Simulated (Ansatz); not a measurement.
**LiGeN (P6_3mc): a many-body input that goes wrong, and its mend**

Aim: the G0W0 gap of LiGeN (P6_3mc). The first input has a fault.

Program: Ansatz 0.2.0. Level of theory: G0W0 on PBE, plane waves, PAW; PAW set soft_1. Results are calculated unless marked as measured.

## 1. The structure

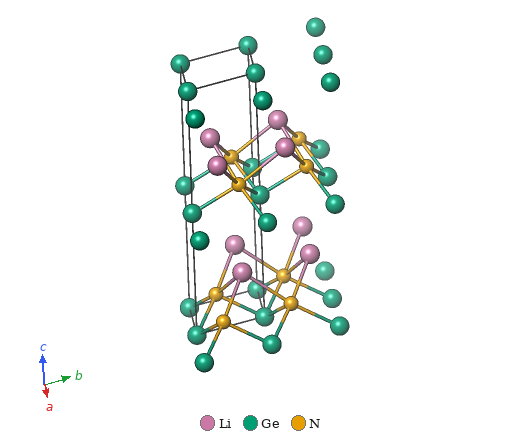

Start, viewed slightly off an axis; lithium pink, germanium teal, nitrogen orange. 2×2×1 cells are drawn. Bonds to atoms that aren't drawn are left out. Some periodic images of atoms are drawn too.

Structure file:

```
Li Ge N
1.0
     3.01241    0.00000    0.00000
    -1.50620    2.60882    0.00000
     0.00000    0.00000    9.41946
Li Ge N
2 2 2
Direct
  0.66667 0.33333 0.74339
  0.33333 0.66667 0.24339
  0.00000 0.00000 0.49802
  0.00000 0.00000 0.99802
  0.33333 0.66667 0.60322
  0.66667 0.33333 0.10322
```

The cell and positions are those that the Materials Project relaxed with its own functionals (PBE, PBE+U or r2SCAN), kept fixed.

## 2. First try

input.yaml

```yaml
crystal:
  lattice:
    - [3.0124085355, 0.0, 0.0]
    - [-1.5062042677, 2.6088223183, 0.0]
    - [0.0, 0.0, 9.419459]
  atoms:
    - { symbol: Li, position: [0.66666667, 0.33333333, 0.743392] }
    - { symbol: Li, position: [0.33333333, 0.66666667, 0.243392] }
    - { symbol: Ge, position: [0.0, 0.0, 0.498023] }
    - { symbol: Ge, position: [0.0, 0.0, 0.998023] }
    - { symbol: "N", position: [0.33333333, 0.66666667, 0.603223] }
    - { symbol: "N", position: [0.66666667, 0.33333333, 0.103223] }
kpoints:
  mp_grid: { grid: [6, 6, 2] }
hamiltonian:
  xc: pbe
  pseudopotentials: { kind: paw, azcp: { folder: soft_1 } }
scf:
  occupations: { method: fermi_dirac, width: 1.0 }
gw:
  n_empty_bands: 78
  ecut_chi: 60
  qp_bands: [v2, c2]
  qp_kpoints: band_edges
  screening: { model: contour_deformation }
```

The run is started by

```
> ansatz run input.yaml --threads 2 --pin off --max-ram 92160MiB --backend cuda --events-out ev --progress --plain --runs-dir out --devices 1 --max-vram 13GiB
```

Numbers of over 12 decimals in the logs are rounded to 6 here.

The log of the run:

```text
band count auto-derived: 39 (N_el = 44.0; filled up to band 22; 28 by the electrons, moments and atoms)
GPUs: using 1 of 1 available (devices: 1).
Engine: ansatz 0.2.0, x86_64-unknown-linux-gnu
Pseudopotentials: kind: paw
Pseudopotential: Li, paw, valence charge 3, recommended cutoff 420 eV (normal), soft_1/Li.paw.azcp
Pseudopotential: Ge, paw, valence charge 14, recommended cutoff 420 eV (normal), soft_1/Ge.paw.azcp
Pseudopotential: N, paw, valence charge 5, recommended cutoff 420 eV (normal), soft_1/N.paw.azcp
Functional definition: PBE
  parameter kappa = 0.804
  parameter beta = 0.066725
  exchange = pbe_x(kappa = kappa, mu = beta*pi^2/3)
  correlation = pbe_c(beta = beta)
device memory: the entry about to start is reckoned to put 1.1 GiB on a device that reports 54.1 GiB free (of which the cap on the GPU budget leaves the run 13.0 GiB)
GPU FFT provider: cuFFT
GPU libraries: cuBLAS 13.8.2, cuFFT 12.4.0, cuSOLVER 12.3.4
Crystal: 6 atoms, lattice volume = 74.026 Å³
Basis set: ecut = 420 eV, 1399 PW (Γ)
Bands: 39, of which v1, the nominal top of the filled ones, is band 22 counted from 1 (21 counted from 0)
Symmetry: 12 space group operations
Space group: P63mc (ITA 186), of the structure as read, at distance tolerance 4.2e-5 Å
k-points: 14 of 72
Non-local potential: Li, projectors of the file, l = 0: 3, l = 1: 2, l = 2: 1
Non-local potential: Ge, projectors of the file, l = 0: 2, l = 1: 2, l = 2: 3, l = 3: 1
Non-local potential: N, projectors of the file, l = 0: 2, l = 1: 2, l = 2: 1
PAW form: soft (Blöchl's): semilocal exchange-correlation on the pseudo side does not see the compensation charge
PAW one-centre angular grid: Li, 110 points (default); XC on 96 Gauss nodes
PAW one-centre angular grid: Ge, 590 points (default); XC on 64 Gauss nodes
PAW one-centre angular grid: N, 110 points (default); XC on 64 Gauss nodes
Initial density: superposition of atomic densities (chi_scale 0.1, normalization cell, long waves kept (reshape's long-wave potential 0.12 eV rms))
Initial wavefunctions: pseudopotential atomic-orbital guess
GPU buffer pool allocated for 36864 grid points (all kernels)
GPU transforms: local potential and band sums: pruned to the plane-wave sphere, on 24×24×64
Functional: x = pbe(κ = 0.804, μ = 0.219515), c = pbe(β = 0.066725)
SCF iter   1: F=—  HF=-9771.226739 eV  |F-HF|=—  |Δ(HF+E_count)|=         —  Δρ=6.32e-2  dr2=2.43e0  ethr=3.10e-3  ⟨swp⟩=7.6  Hψ=2419  notcnv=0
preconditioner: auto → Kerker (q_TF=auto, 2.502 Å⁻¹)  [metal: Δε(μ)=1.650 eV  Ē_g=24.707 eV  σ=1.000 eV  W_gap=0.38  n_scr=24 (ndim 8)  ℏωp=27.3 eV  f_vac=0.000  D(μ)=1.01/eV (n_scr^D=4)]
SCF iter   2: F=—  HF=-9770.737227 eV  |F-HF|=—  |Δ(HF+E_count)|=   4.90e-1  Δρ=3.55e-2  dr2=9.42e-1  ethr=3.10e-3  ⟨swp⟩=1.0  Hψ=658  notcnv=0
SCF iter   3: F=—  HF=-9770.504864 eV  |F-HF|=—  |Δ(HF+E_count)|=   2.32e-1  Δρ=5.21e-3  dr2=3.18e-2  ethr=2.14e-3  ⟨swp⟩=2.6  Hψ=725  notcnv=0
SCF iter   4: F=—  HF=-9770.495031 eV  |F-HF|=—  |Δ(HF+E_count)|=   9.83e-3  Δρ=3.57e-3  dr2=1.45e-2  ethr=7.22e-5  ⟨swp⟩=2.0  Hψ=774  notcnv=0
SCF iter   5: F=—  HF=-9770.491791 eV  |F-HF|=—  |Δ(HF+E_count)|=   3.24e-3  Δρ=1.05e-3  dr2=2.26e-3  ethr=3.29e-5  ⟨swp⟩=2.0  Hψ=831  notcnv=0
SCF iter   6: F=—  HF=-9770.491259 eV  |F-HF|=—  |Δ(HF+E_count)|=   5.31e-4  Δρ=2.85e-4  dr2=2.06e-4  ethr=5.15e-6  ⟨swp⟩=2.2  Hψ=765  notcnv=0
SCF iter   7: F=—  HF=-9770.491220 eV  |F-HF|=—  |Δ(HF+E_count)|=   3.97e-5  Δρ=8.15e-5  dr2=5.29e-6  ethr=4.67e-7  ⟨swp⟩=2.5  Hψ=681  notcnv=0
SCF iter   8: F=—  HF=-9770.491221 eV  |F-HF|=—  |Δ(HF+E_count)|=   1.45e-6  Δρ=1.99e-5  dr2=4.47e-7  ethr=1.20e-8  ⟨swp⟩=3.0  Hψ=1067  notcnv=0
SCF iter   9: F=-9770.491221 eV  HF=-9770.491221 eV  |F-HF|=5.15e-9  |Δ(HF+E_count)|=   1.82e-7  Δρ=6.23e-6  dr2=2.69e-8  ethr=2.27e-10  ⟨swp⟩=4.6  Hψ=1718  notcnv=0
SCF 1 converged in 9 iterations: F = -9770.491221 eV  dr2 = 2.69e-8
[...]
device memory: the entry about to start is reckoned to put 1.6 GiB on a device that reports 51.2 GiB free (of which the cap on the GPU budget leaves the run 13.0 GiB)
NSCF: frozen V_eff on 14 k-points
[...]
device memory: the entry about to start is reckoned to put 2.0 GiB on a device that reports 51.0 GiB free (of which the cap on the GPU budget leaves the run 13.0 GiB)
NSCF: frozen V_eff on 14 k-points
SCF converged after 9 iterations
Free energy (F): -9770.491221 eV
Harris-Foulkes:  -9770.491221 eV  (|F-HF|=5.15e-9)
Internal energy: -9766.487671 eV  (E = F + TS)
E sigma→0 (E₀):  -9768.489446 eV
Entropy (-TS):   -4.003551 eV (-667.258 meV/atom)
Fermi energy:    8.662280 eV
--- Per-component energies (eV) ---
  E_band       = -445.073081
  E_kinetic    = 476.055807
  E_local      = -5437.155134  (includes V_loc(G=0)·N_el)
  E_nonlocal   = 468.889174
  E_hartree    = 2505.487440
  E_xc         = -280.458967
  E_vxc        = -304.540499  (∫ρ·V_xc dr)
  E_paw        = -4331.309110  (= ΣΔE_a)
  E_vpaw       = -659.306795  (= ΣTr[D̂ρ^β])
  E_aug_tail   = 0.002310  (compensation charges beyond the density's cutoff)
  E_ewald      = -3167.999191
  E_smearing   = -4.003551  (= −TS)
  E_closure    = -0.000000  (closes the sum)
  Σ components = -9770.491221   (vs F -9770.491221, Δ=0.00e0)
--- Band table (eV; the first three rows and the last of 14) ---
  k-point 0: bands = [... 18 lower, 6.3322, 6.3334, 6.3334, 7.1842, 10.0752, 11.0422, 14.7259, 15.0560, ... 13 higher]
  k-point 1: bands = [... 18 lower, 6.3329, 6.3329, 6.3329, 6.3329, 10.6979, 10.6979, 14.8868, 14.8868, ... 13 higher]
  k-point 2: bands = [... 18 lower, 5.4826, 5.8706, 5.8957, 7.3945, 11.1335, 12.2556, 13.5759, 13.8317, ... 13 higher]
  k-point 13: bands = [... 18 lower, 4.3478, 4.3478, 6.7590, 6.7590, 10.0011, 10.0011, 11.9888, 11.9888, ... 13 higher]
```

Run time: 11 s. Hardware: 1 × NVIDIA H100 80GB HBM3 (shared by 6 runs) with 2 threads of AMD EPYC 7R13 (Zen 3), shared host; peak memory 0.97 GiB.

**What went wrong?**

The self-consistent loop converged; the step after it was not made.

The fault: smeared occupations of electronvolts. A wide smearing fills conduction states and empties valence ones, so the start is no longer the insulator.

## 3. A better input

Now the one-shot GW correction: screening in the RPA, then the self-energy of the levels asked for. This step takes PAW set soft_1 files.

Changes to input.yaml since step 2:

```diff
@@ -18,6 +18,6 @@
 scf:
-  occupations: { method: fermi_dirac, width: 1.0 }
+  occupations: { method: fixed }
 gw:
-  n_empty_bands: 78
-  ecut_chi: 60
+  n_empty_bands: 308
+  ecut_chi: 150.0
   qp_bands: [v2, c2]
```

The log of the run:

```text
GPUs: using 1 of 1 available (devices: 1).
[...]
GPU FFT provider: cuFFT
GPU libraries: cuBLAS 13.8.2, cuFFT 12.4.0, cuSOLVER 12.3.4
Crystal: 6 atoms, lattice volume = 74.026 Å³
Basis set: ecut = 420 eV, 1399 PW (Γ)
Bands: 28, of which v1, the nominal top of the filled ones, is band 22 counted from 1 (21 counted from 0)
[... 1 set-up line as in the run before ...]
[...]
k-points: 14 of 72
[...]
GPU buffer pool allocated for 36864 grid points (all kernels)
[...]
SCF iter   1: F=—  HF=-9769.977535 eV  |F-HF|=—  |Δ(HF+E_count)|=         —  Δρ=6.83e-2  dr2=3.07e0  ethr=3.10e-3  ⟨swp⟩=4.0  Hψ=1438  notcnv=0  defer=33
[...]
SCF iter   8: F=-9769.099719 eV  HF=-9769.099719 eV  |F-HF|=4.58e-8  |Δ(HF+E_count)|=   2.17e-6  Δρ=7.52e-6  dr2=3.68e-8  ethr=2.27e-10  ⟨swp⟩=6.4  Hψ=1450  notcnv=0
SCF 1 converged in 8 iterations: F = -9769.099719 eV  dr2 = 3.68e-8
[...]
0    21      6.4833   -21.5983     2.8404   -18.3506  0.7358     6.0732     6.0761  root
     0    22      7.3003   -18.4841     2.3592   -15.6312  0.7336     6.8016     6.8066  root
     0    23     10.1465    -9.7921    -4.1100   -14.2555  0.7799    10.5015    10.4998  root
     0    24     11.1052   -10.2162    -4.6175   -15.3413  0.7706    11.6170    11.6128  root
     1    21      6.4827   -21.5990     2.8402   -18.3522  0.7358     6.0732     6.0760  root
     1    22      6.4827   -21.5990     2.8402   -18.3522  0.7358     6.0732     6.0760  root
     1    23     10.7690   -10.3579    -4.3766   -15.1913  0.7717    11.2288    11.2257  root
     1    24     10.7690   -10.3579    -4.3766   -15.1913  0.7717    11.2288    11.2257  root
[...]
13    21      6.8044   -15.8717     1.4516   -13.7431  0.7562     6.1180     6.1274  root
    13    22      6.8044   -15.8717     1.4516   -13.7431  0.7562     6.1180     6.1274  root
    13    23     10.0211    -8.6289    -3.6610   -12.4793  0.7719    10.2109    10.2104  root
    13    24     10.0211    -8.6289    -3.6610   -12.4793  0.7719    10.2109    10.2104  root
[key lines of the parts left out:]
SCF converged after 8 iterations
Free energy (F): -9769.099719 eV
Fermi energy:    7.578000 eV
```

Run time: 19 s. Hardware: 1 × NVIDIA H100 80GB HBM3 (shared by 6 runs) with 2 threads; peak memory 1.4 GiB.

This step gave:

| Property | Result |
| --- | --- |
| bands summed | 330 |
| RPA ε∞ on this mesh (eigenvalues) | 5.782, 8.545, 8.545 |
| plane waves in the screening matrix | 289 |
| q-points in the mesh | 72 |
| G0W0 gap on the mesh | 2.137 eV |
| k of the valence top | 0.1667, 0.1667, 0 |
| k of the conduction bottom | 0, -0.5, 0 |
| starting gap on the mesh | 1.467 eV |
| Z at the valence top | 0.7421 |
| Z at the conduction bottom | 0.7747 |
| least direct G0W0 gap on the computed points | 3.278 eV |

The gap on the mesh goes from 1.47 eV to 2.14 eV, a correction of +0.67 eV. Between the two edge states, bare exchange in place of the xc potential would open the gap by 6.01 eV, and correlation takes back 5.34 eV.

## 4. Results

| Quantity | Value |
| --- | --- |
| first try | the many-body step was refused after 11 s |
| better run | G0W0 gap on the mesh 2.14 eV (6×6×2 mesh, 308 empty bands, screening to 150 eV, PAW set soft_1 files) |

In words: The second run differs in: empty bands, screening cutoff (eV) and smearing (eV). Bands and cutoff are finite, so the gap is not at the basis limit. The miss can reach some tenths of an eV and take either sign; the mesh is an error of its own. The many-body steps are scalar-relativistic: spin-orbit coupling is not in them.

[Paths, hosts, dates, memory and timing lines, banners, echoed tables and standing remarks are left out of the program output.]

[Logs are printed without paths, hosts, clocks, repeated set-up lines and the standing remarks that a program may print on its own settings, such as how far it seeks lower states.]

[Runs of the session that timed out or met a known fault of the program may be left out.]

[Cells called generated may have been cut or substituted from an entry of the Crystallography Open Database or the Materials Project.]

[Hosts, paths, dates, database ids (printed as entryN), source tags and the programs' standing remarks are cut or masked in the printed files.]
